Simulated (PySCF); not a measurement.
# Gallium: the same states on changed settings

Aim: see what changed settings do to total energies and their difference. The change: basis STO-3G, unsound on purpose. A sound run of the same states serves as the yardstick.

The numbers are computed with PySCF 2.14.0 (unrestricted determinants in a Gaussian basis, no spin-orbit coupling in the energies), except any that are marked as measured or tabulated.

### Step 1. The atom as given

| Item | Value |
| --- | --- |
| Element | gallium (Z = 31) |
| Basis | STO-3G (4s3p1d, 18 functions) |
| Hamiltonian | the non-relativistic Hamiltonian (point nucleus) |
| State 1 | Ga: [Ar] 3d10 4s2 4p1, 2P determinant |
| State 2 | Ga⁺: [Ar] 3d10 4s2, closed-shell 1S |
| Methods | UHF, PBE0, MN15, MP2, CCSD(T) |
| Core shells frozen in the correlated runs | valence: [Ar] 3d10 (for Ga) |

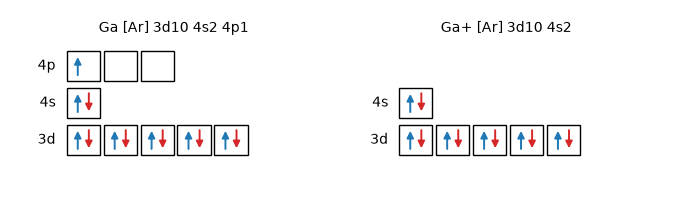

The shells outside the core, filled by Hund's rule for the drawing.

The sound run (def2-TZVP, no relativity, point nucleus, symmetry-adapted start, fine grid, valence correlation) gave:

```csv
species,method,energy (hartree)
Ga,UHF,-1923.22349
Ga,PBE0,-1924.55212
Ga,MN15,-1925.10400
Ga,MP2 (valence),-1923.25738
Ga,CCSD(T) (valence),-1923.27127
Ga⁺,UHF,-1923.01942
Ga⁺,PBE0,-1924.33167
Ga⁺,MN15,-1924.88291
Ga⁺,MP2 (valence),-1923.04585
Ga⁺,CCSD(T) (valence),-1923.05668
```

The runs were made by one driver on top of PySCF. The scripts below sum up each run's settings (the driver also hands on starting orbitals that pick excited configurations, and frozen orbitals as a list rather than a count), and the logs come from the driver's own runs. The driver starts from symmetry-adapted Hartree-Fock orbitals, holds the occupation by maximum overlap and uses a logarithmic radial grid for functionals, so a plain start would take other cycles.

The driver's launch:

```sh
$ OMP_NUM_THREADS=1 python atomrun2.py TASK.json OUT
```

The integrals over 18 functions and the set-up took 0.02 s of CPU time.

### Step 2. Changed run, Ga, method by method

Level: UHF.

input.py reads:

```python
from pyscf import gto, scf, dft, mp, cc
import basis_set_exchange as bse
mol = gto.M(atom="Ga 0 0 0", charge=0, spin=1, symmetry="D2h",
            basis=gto.basis.parse(bse.get_basis("STO-3G", elements=["Ga"], fmt="nwchem", header=False)))
mf = scf.UHF(mol)
mf.irrep_nelec = {'Ag': (6, 6), 'B1g': (1, 1), 'B2g': (1, 1), 'B3g': (1, 1), 'B1u': (2, 2), 'B2u': (3, 2), 'B3u': (2, 2)}
mf.kernel()
```

Output:

```text
damping factor = 0
level_shift factor = 0
DIIS = <class 'pyscf.scf.diis.CDIIS'>
diis_start_cycle = 1
diis_space = 10
diis_damp = 0
SCF conv_tol = 1e-09
SCF conv_tol_grad = None
number electrons alpha = 16  beta = 15
cycle= 1 E= -1900.72850164487  delta_E= -5.68e-12  |g|= 5.09e-07  |ddm|= 1.79e-06
converged SCF energy = -1900.72850164487  <S^2> = 0.75000088  2S+1 = 2.0000009
```

It took 0.04 s on 1 thread of Intel Xeon Platinum 8375C at 2.90GHz, shared host, the integrals not counted.

The occupied shells:

```csv
shell,electrons,mean orbital energy (eV),spread (eV),rms radius (bohr)
1s α,1,-10182.5,0,0.0577
1s β,1,-10182.4,0,0.0577
2s α,1,-1259.3,0,0.235
2s β,1,-1259.3,0,0.235
2p α,3,-1129.1,0.023,0.214
2p β,3,-1129.1,0.118,0.214
3s α,1,-149.52,0,0.739
3s β,1,-149.35,0,0.739
3p α,3,-99.106,0.014,0.762
3p β,3,-98.885,0.476,0.762
4s α,1,-9.412,0,2.66
4s β,1,-7.073,0,2.66
4p α,1,-2.963,0,2.67
3d α,5,-0.911,0.274,0.712
3d β,5,-0.808,0.433,0.712
```

⟨S²⟩ = 0.750, ⟨L²⟩ = 2.00.

Level: PBE0.

input.py differs from the last one in:

```diff
@@ -4,3 +4,3 @@
             basis=gto.basis.parse(bse.get_basis("STO-3G", elements=["Ga"], fmt="nwchem", header=False)))
-mf = scf.UHF(mol)
+mf = dft.UKS(mol, xc="PBE0")
 mf.irrep_nelec = {'Ag': (6, 6), 'B1g': (1, 1), 'B2g': (1, 1), 'B3g': (1, 1), 'B1u': (2, 2), 'B2u': (3, 2), 'B3u': (2, 2)}
```

Output:

```text
damping factor = 0
level_shift factor = 0
DIIS = <class 'pyscf.scf.diis.CDIIS'>
diis_start_cycle = 1
diis_space = 10
diis_damp = 0
SCF conv_tol = 1e-09
SCF conv_tol_grad = None
number electrons alpha = 16  beta = 15
XC functionals = PBE0
    C. Adamo and V. Barone.,  J. Chem. Phys. 110, 6158 (1999)
    M. Ernzerhof and G. E. Scuseria.,  J. Chem. Phys. 110, 5029 (1999)
cycle= 1 E= -1901.71406673671  delta_E= -0.00337  |g|= 0.00213  |ddm|= 0.0574
cycle= 2 E= -1901.71406806128  delta_E= -1.32e-06  |g|= 4.71e-05  |ddm|= 0.00114
cycle= 3 E= -1901.71406806195  delta_E= -6.67e-10  |g|= 4.18e-07  |ddm|= 2.5e-05
converged SCF energy = -1901.71406806195  <S^2> = 0.75000023  2S+1 = 2.0000002
```

Time after the integrals: 0.1 s (1 thread of Intel Xeon Platinum 8375C at 2.90GHz, shared host).

At PBE0 the highest occupied level has a positive energy, a sign that the basis describes that shell poorly.

Level: MN15.

input.py differs from the last one in:

```diff
@@ -4,3 +4,3 @@
             basis=gto.basis.parse(bse.get_basis("STO-3G", elements=["Ga"], fmt="nwchem", header=False)))
-mf = dft.UKS(mol, xc="PBE0")
+mf = dft.UKS(mol, xc="MN15")
 mf.irrep_nelec = {'Ag': (6, 6), 'B1g': (1, 1), 'B2g': (1, 1), 'B3g': (1, 1), 'B1u': (2, 2), 'B2u': (3, 2), 'B3u': (2, 2)}
```

Output:

```text
damping factor = 0
level_shift factor = 0
DIIS = <class 'pyscf.scf.diis.CDIIS'>
diis_start_cycle = 1
diis_space = 10
diis_damp = 0
SCF conv_tol = 1e-09
SCF conv_tol_grad = None
number electrons alpha = 16  beta = 15
XC functionals = MN15
    H. S. Yu, X. He, S. L. Li, and D. G. Truhlar.,  Chem. Sci. 7, 5032-5051 (2016)
    H. S. Yu, X. He, S. L. Li, and D. G. Truhlar.,  Chem. Sci. 7, 5032-5051 (2016)
cycle= 1 E= -1899.74087061794  delta_E= -0.0144  |g|= 0.00211  |ddm|= 0.121
cycle= 2 E= -1899.74087137973  delta_E= -7.62e-07  |g|= 2.99e-05  |ddm|= 0.000866
cycle= 3 E= -1899.74087138004  delta_E= -3.11e-10  |g|= 1.55e-06  |ddm|= 1.74e-05
converged SCF energy = -1899.74087138004  <S^2> = 0.75000023  2S+1 = 2.0000002
```

Time after the integrals: 0.17 s (1 thread of Intel Xeon Platinum 8375C at 2.90GHz, shared host).

At MN15 the highest occupied level has a positive energy, a sign that the basis describes that shell poorly.

Level: MP2 (valence).

input.py differs from the last one in:

```diff
@@ -4,4 +4,5 @@
             basis=gto.basis.parse(bse.get_basis("STO-3G", elements=["Ga"], fmt="nwchem", header=False)))
-mf = dft.UKS(mol, xc="MN15")
+mf = scf.UHF(mol)
 mf.irrep_nelec = {'Ag': (6, 6), 'B1g': (1, 1), 'B2g': (1, 1), 'B3g': (1, 1), 'B1u': (2, 2), 'B2u': (3, 2), 'B3u': (2, 2)}
 mf.kernel()
+mp.UMP2(mf, frozen=14).kernel()
```

This step left no log, only its results.

Time after the integrals: 0.01 s (1 thread of Intel Xeon Platinum 8375C at 2.90GHz, shared host).

With 3 electrons correlated, the MP2 correlation energy is -0.01411 hartree (0.00000 same spin, -0.01411 opposite spin); the SCS form gives -0.01693. Largest pairs of shells: 4s-4s -0.0141, 4s-4p 0.0000, 4p-4p 0.0000.

Level: CCSD(T) (valence).

input.py differs from the last one in:

```diff
@@ -7,2 +7,3 @@
 mf.kernel()
-mp.UMP2(mf, frozen=14).kernel()
+mycc = cc.CCSD(mf, frozen=14).run()
+mycc.ccsd_t()
```

Output:

```text
CC2 = 0
CCSD nocc = (np.int64(2), np.int64(1)), nmo = (4, 4)
frozen orbitals [[0, 1, 2, 3, 4, 5, 6, 7, 8, 11, 12, 13, 14, 15], [0, 1, 2, 3, 4, 5, 6, 7, 8, 10, 11, 12, 13, 14]]
max_cycle = 100
direct = 0
conv_tol = 1e-08
conv_tol_normt = 1e-06
diis_space = 8
diis_start_cycle = 0
Init t2, MP2 energy = -0.0141082205445877
Init E_corr(UCCSD) = -0.0141082205445877
cycle = 1  E_corr(UCCSD) = -0.0204739272745811  dE = -0.00636570673  norm(t1,t2) = 0.0524034
cycle = 2  E_corr(UCCSD) = -0.0232215611877531  dE = -0.00274763391  norm(t1,t2) = 0.0226189
cycle = 3  E_corr(UCCSD) = -0.025235176662424  dE = -0.00201361547  norm(t1,t2) = 0.00956593
cycle = 4  E_corr(UCCSD) = -0.025222819421073  dE = 1.23572414e-05  norm(t1,t2) = 7.54586e-05
cycle = 5  E_corr(UCCSD) = -0.0252213446834106  dE = 1.47473766e-06  norm(t1,t2) = 1.60962e-05
cycle = 6  E_corr(UCCSD) = -0.0252207703985929  dE = 5.74284818e-07  norm(t1,t2) = 9.01194e-06
cycle = 7  E_corr(UCCSD) = -0.0252204648662138  dE = 3.05532379e-07  norm(t1,t2) = 6.25323e-06
cycle = 8  E_corr(UCCSD) = -0.0252202752609127  dE = 1.89605301e-07  norm(t1,t2) = 4.78554e-06
cycle = 9  E_corr(UCCSD) = -0.02522014615292  dE = 1.29107993e-07  norm(t1,t2) = 3.87473e-06
cycle = 10  E_corr(UCCSD) = -0.0252194569683027  dE = 6.89184617e-07  norm(t1,t2) = 3.25453e-06
cycle = 11  E_corr(UCCSD) = -0.0252194686770245  dE = -1.17087218e-08  norm(t1,t2) = 5.61063e-08
cycle = 12  E_corr(UCCSD) = -0.0252194686512205  dE = 2.58040082e-11  norm(t1,t2) = 1.38922e-10
UCCSD converged
E(UCCSD) = -1900.753721113525  E_corr = -0.02521946865122048
UCCSD(T) correction = 0
```

It took 0.05 s on 1 thread of Intel Xeon Platinum 8375C at 2.90GHz, shared host, the integrals not counted.

CCSD correlation -0.02522 hartree, triples 0.00000; total -1900.753721. T1 = 0.000, largest double amplitude 0.147.

### Step 3. Changed run, Ga⁺, method by method

Level: UHF.

input.py reads:

```python
from pyscf import gto, scf, dft, mp, cc
import basis_set_exchange as bse
mol = gto.M(atom="Ga 0 0 0", charge=1, spin=0, symmetry="D2h",
            basis=gto.basis.parse(bse.get_basis("STO-3G", elements=["Ga"], fmt="nwchem", header=False)))
mf = scf.UHF(mol)
mf.irrep_nelec = {'Ag': (6, 6), 'B1g': (1, 1), 'B2g': (1, 1), 'B3g': (1, 1), 'B1u': (2, 2), 'B2u': (2, 2), 'B3u': (2, 2)}
mf.kernel()
```

Output:

```text
damping factor = 0
level_shift factor = 0
DIIS = <class 'pyscf.scf.diis.CDIIS'>
diis_start_cycle = 1
diis_space = 10
diis_damp = 0
SCF conv_tol = 1e-09
SCF conv_tol_grad = None
number electrons alpha = 15  beta = 15
cycle= 1 E= -1900.61972952288  delta_E= -6.82e-13  |g|= 4.55e-08  |ddm|= 2.55e-07
converged SCF energy = -1900.61972952288  <S^2> = -3.5527137e-15  2S+1 = 1
```

It took 0.04 s on 1 thread of Intel Xeon Platinum 8375C at 2.90GHz, shared host, the integrals not counted.

Orbital energies by shell (radii are means over both spins):

```csv
shell,electrons,mean orbital energy (eV),spread (eV),rms radius (bohr)
1s,2,-10195.2,0,0.0577
2s,2,-1271.9,0,0.234
2p,6,-1141.7,0,0.214
3s,2,-161.55,0,0.738
3p,6,-111.08,0,0.761
4s,2,-16.775,0,2.66
3d,10,-13.026,0,0.712
```

⟨S²⟩ = 0.000, ⟨L²⟩ = 0.00.

Level: PBE0.

input.py differs from the last one in:

```diff
@@ -4,3 +4,3 @@
             basis=gto.basis.parse(bse.get_basis("STO-3G", elements=["Ga"], fmt="nwchem", header=False)))
-mf = scf.UHF(mol)
+mf = dft.UKS(mol, xc="PBE0")
 mf.irrep_nelec = {'Ag': (6, 6), 'B1g': (1, 1), 'B2g': (1, 1), 'B3g': (1, 1), 'B1u': (2, 2), 'B2u': (2, 2), 'B3u': (2, 2)}
```

Output:

```text
damping factor = 0
level_shift factor = 0
DIIS = <class 'pyscf.scf.diis.CDIIS'>
diis_start_cycle = 1
diis_space = 10
diis_damp = 0
SCF conv_tol = 1e-09
SCF conv_tol_grad = None
number electrons alpha = 15  beta = 15
XC functionals = PBE0
    C. Adamo and V. Barone.,  J. Chem. Phys. 110, 6158 (1999)
    M. Ernzerhof and G. E. Scuseria.,  J. Chem. Phys. 110, 5029 (1999)
cycle= 1 E= -1901.57908116377  delta_E= -0.00354  |g|= 0.00306  |ddm|= 0.058
cycle= 2 E= -1901.57908385982  delta_E= -2.7e-06  |g|= 9.15e-05  |ddm|= 0.0016
cycle= 3 E= -1901.57908386227  delta_E= -2.45e-09  |g|= 1.56e-08  |ddm|= 4.69e-05
cycle= 4 E= -1901.57908386227  delta_E= -2.27e-13  |g|= 1.26e-11  |ddm|= 6.89e-09
converged SCF energy = -1901.57908386227  <S^2> = -3.5527137e-15  2S+1 = 1
```

Time after the integrals: 0.12 s (1 thread of Intel Xeon Platinum 8375C at 2.90GHz, shared host).

Level: MN15.

input.py differs from the last one in:

```diff
@@ -4,3 +4,3 @@
             basis=gto.basis.parse(bse.get_basis("STO-3G", elements=["Ga"], fmt="nwchem", header=False)))
-mf = dft.UKS(mol, xc="PBE0")
+mf = dft.UKS(mol, xc="MN15")
 mf.irrep_nelec = {'Ag': (6, 6), 'B1g': (1, 1), 'B2g': (1, 1), 'B3g': (1, 1), 'B1u': (2, 2), 'B2u': (2, 2), 'B3u': (2, 2)}
```

Output:

```text
damping factor = 0
level_shift factor = 0
DIIS = <class 'pyscf.scf.diis.CDIIS'>
diis_start_cycle = 1
diis_space = 10
diis_damp = 0
SCF conv_tol = 1e-09
SCF conv_tol_grad = None
number electrons alpha = 15  beta = 15
XC functionals = MN15
    H. S. Yu, X. He, S. L. Li, and D. G. Truhlar.,  Chem. Sci. 7, 5032-5051 (2016)
    H. S. Yu, X. He, S. L. Li, and D. G. Truhlar.,  Chem. Sci. 7, 5032-5051 (2016)
cycle= 1 E= -1899.63431505286  delta_E= -0.0152  |g|= 0.00382  |ddm|= 0.123
cycle= 2 E= -1899.63431879113  delta_E= -3.74e-06  |g|= 7.93e-05  |ddm|= 0.00193
cycle= 3 E= -1899.63431879302  delta_E= -1.89e-09  |g|= 1.87e-07  |ddm|= 4.26e-05
cycle= 4 E= -1899.63431879302  delta_E= -1.14e-12  |g|= 2.79e-11  |ddm|= 8.47e-08
converged SCF energy = -1899.63431879302  <S^2> = -5.3290705e-15  2S+1 = 1
```

It took 0.22 s on 1 thread of Intel Xeon Platinum 8375C at 2.90GHz, shared host, the integrals not counted.

Level: MP2 (valence).

input.py differs from the last one in:

```diff
@@ -4,4 +4,5 @@
             basis=gto.basis.parse(bse.get_basis("STO-3G", elements=["Ga"], fmt="nwchem", header=False)))
-mf = dft.UKS(mol, xc="MN15")
+mf = scf.UHF(mol)
 mf.irrep_nelec = {'Ag': (6, 6), 'B1g': (1, 1), 'B2g': (1, 1), 'B3g': (1, 1), 'B1u': (2, 2), 'B2u': (2, 2), 'B3u': (2, 2)}
 mf.kernel()
+mp.UMP2(mf, frozen=14).kernel()
```

The driver printed no log here.

Time after the integrals: 0.01 s (1 thread of Intel Xeon Platinum 8375C at 2.90GHz, shared host).

With 2 electrons correlated, the MP2 correlation energy is -0.02182 hartree (0.00000 same spin, -0.02182 opposite spin); the SCS form gives -0.02618. Largest pairs of shells: 4s-4s -0.0218.

Level: CCSD(T) (valence).

input.py differs from the last one in:

```diff
@@ -7,2 +7,3 @@
 mf.kernel()
-mp.UMP2(mf, frozen=14).kernel()
+mycc = cc.CCSD(mf, frozen=14).run()
+mycc.ccsd_t()
```

Output:

```text
CC2 = 0
CCSD nocc = 1, nmo = 4
frozen orbitals [0, 1, 2, 3, 4, 5, 6, 7, 8, 10, 11, 12, 13, 14]
max_cycle = 100
direct = 0
conv_tol = 1e-08
conv_tol_normt = 1e-06
diis_space = 8
diis_start_cycle = 0
Init t2, MP2 energy = -1900.64154845173  E_corr(MP2) -0.0218189288529609
Init E_corr(CCSD) = -0.0218189288529609
cycle = 1  E_corr(CCSD) = -0.031268938245027  dE = -0.00945000939  norm(t1,t2) = 0.0634797
cycle = 2  E_corr(CCSD) = -0.0350709106219931  dE = -0.00380197238  norm(t1,t2) = 0.0255394
cycle = 3  E_corr(CCSD) = -0.037494305951082  dE = -0.00242339533  norm(t1,t2) = 0.00994193
cycle = 4  E_corr(CCSD) = -0.0374759793901393  dE = 1.83265609e-05  norm(t1,t2) = 9.9777e-05
cycle = 5  E_corr(CCSD) = -0.0374735279260478  dE = 2.45146409e-06  norm(t1,t2) = 2.35466e-05
cycle = 6  E_corr(CCSD) = -0.0374725560322927  dE = 9.71893755e-07  norm(t1,t2) = 1.33499e-05
cycle = 7  E_corr(CCSD) = -0.0374720349839246  dE = 5.21048368e-07  norm(t1,t2) = 9.30739e-06
cycle = 8  E_corr(CCSD) = -0.0374717102560942  dE = 3.2472783e-07  norm(t1,t2) = 7.14015e-06
cycle = 9  E_corr(CCSD) = -0.0374714885434235  dE = 2.21712671e-07  norm(t1,t2) = 5.78948e-06
cycle = 10  E_corr(CCSD) = -0.0374702966173701  dE = 1.19192605e-06  norm(t1,t2) = 4.86729e-06
cycle = 11  E_corr(CCSD) = -0.0374703184162787  dE = -2.17989086e-08  norm(t1,t2) = 9.03711e-08
cycle = 12  E_corr(CCSD) = -0.0374703183503503  dE = 6.59284294e-11  norm(t1,t2) = 2.98472e-10
CCSD converged
E(CCSD) = -1900.657199841227  E_corr = -0.03747031835035029
```

It took 0.03 s on 1 thread of Intel Xeon Platinum 8375C at 2.90GHz, shared host, the integrals not counted.

CCSD correlation -0.03747 hartree, triples 0.00000; total -1900.657200. T1 = 0.000, largest double amplitude 0.145. With two correlated electrons the triples vanish and CCSD is exact in this space.

### Step 4. Against the sound run

```csv
species,method,converged,energy less sound run (eV)
Ga,UHF,yes,+612.1198
Ga,PBE0,yes,+621.4550
Ga,MN15,yes,+690.1659
Ga,MP2 (valence),yes,+612.6580
Ga,CCSD(T) (valence),yes,+612.7336
Ga⁺,UHF,yes,+609.5267
Ga⁺,PBE0,yes,+619.1294
Ga⁺,MN15,yes,+687.0493
Ga⁺,MP2 (valence),yes,+609.6520
Ga⁺,CCSD(T) (valence),yes,+609.5208
```

Ionisation energy of Ga:

```csv
method,sound run (eV),changed run (eV),shift (eV)
UHF,5.553,2.960,-2.593
PBE0,5.999,3.673,-2.326
MN15,6.016,2.899,-3.117
MP2,5.756,2.750,-3.006
SCS-MP2,5.739,2.708,-3.031
CCSD,5.816,2.626,-3.190
CCSD(T),5.839,2.626,-3.213
```

### Step 5. Results

| quantity | value |
| --- | --- |
| change | basis STO-3G |
| runs converged | 10 of 10 |
| largest shift of a converged total energy | 690 eV |
| largest shift of the ionisation energy | -3.213 eV (CCSD(T)) |

The ionisation energy moves by up to 3.21 eV, at CCSD(T). A minimal basis describes the outer orbitals poorly and treats the two species unevenly. The setting is unsound on purpose, so these numbers are no properties of the atom.
